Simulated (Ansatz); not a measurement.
The figure comes from a scan of CdSe (wurtzite): one Se atom of a 4-atom cell moves by u along (1.00, 0.00, 0.00) and v along (0.00, 1.00, 0.00). Method: PBE (plane waves to 420 eV, PAW, scalar-relativistic; Ansatz, a first-principles code). k mesh 7×7×4 (Γ-centred), Fermi-Dirac smearing 0.05 eV. E stands for the smeared free energy. Points where atoms come too close for the PAW data are left out (x in tables, blank in figures). CdSe was relaxed with its symmetry unable to fall. The zero of ΔE is the undisplaced structure. Axes are in Å.

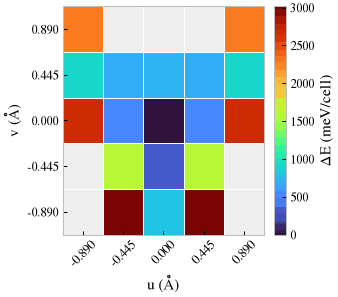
ΔE (meV/cell), one tile a computed point.

Task: Read the plotted values off the figure, to the accuracy that the plot allows.

Result: To the nearest 500:

ΔE (meV/cell), with u across and v down:

```
v \ u   -0.890  -0.445  0.000  0.445  0.890
------  ------  ------  -----  -----  -----
-0.890       x    3000   1000   3000      x
-0.445       x    1500    500   1500      x
0.000     2500     500      0    500   2500
0.445     1000     500    500    500   1000
0.890     2500       x      x      x   2500
```

(A displaced cell: forces are minus the slopes of the energy, force constants its curvatures, and phonons follow from these.)
